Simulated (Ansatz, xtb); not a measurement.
Ligand exchange: CH3K + H3NO → KOH + CH5N

Species: CH3K `[CH3][K]`, singlet; H3NO `NO`, singlet; KOH `[OH][K]`, singlet; CH5N `CN`, singlet. The partners trade CH3 for OH: K–CH3 and N–OH bonds give way to K–OH and N–CH3.

Shapes, held fixed at every level: PBE0-D4/def2-TZVP. Flexible molecules stand in one conformer, not always the lowest. Programs: Ansatz 0.2.0, xtb 6.7.1. The zero-point and thermal change to 298 K, harmonic and unscaled (PBE0-D4/def2-TZVP), is +7.4 kJ/mol.

```
                level                   kind  ΔH(298 K) (kJ/mol)  less CCSD(T)/def2-TZVPP
             GFN0-xTB         semi-empirical              -191.0                   +100.5
          HF/def2-SVP           Hartree–Fock              -299.5                     -8.0
        HF/def2-TZVPP           Hartree–Fock              -309.7                    -18.2
   PBE0-D4/def2-TZVPP          global hybrid              -289.0                     +2.5
r2SCAN0-D4/def2-TZVPP          global hybrid              -304.0                    -12.5
    B2PLYP/def2-TZVPP          double hybrid              -298.0                     -6.5
       MP2/def2-TZVPP    perturbation theory              -309.9                    -18.4
        CCSD/def2-SVP  coupled cluster or CI              -287.9                     +3.6
   CCSD(T)/def2-TZVPP  coupled cluster or CI              -291.5                      0.0
```

The highest level, CCSD(T)/def2-TZVPP, gives ΔH(298 K) = -291.5 kJ/mol; the levels span -309.9 to -191.0. GFN0-xTB strays far from the other rows. The column of differences is taken from that level and isn't an error. No measured value is set beside it here. Outer-core shells of K are correlated in most correlated rows, in sets that cover them unevenly.

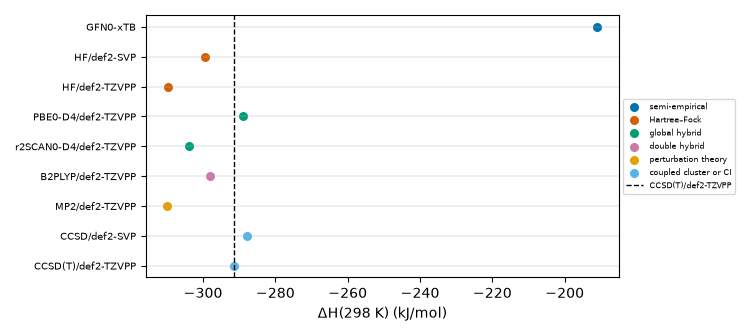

The values of the table, level by level.
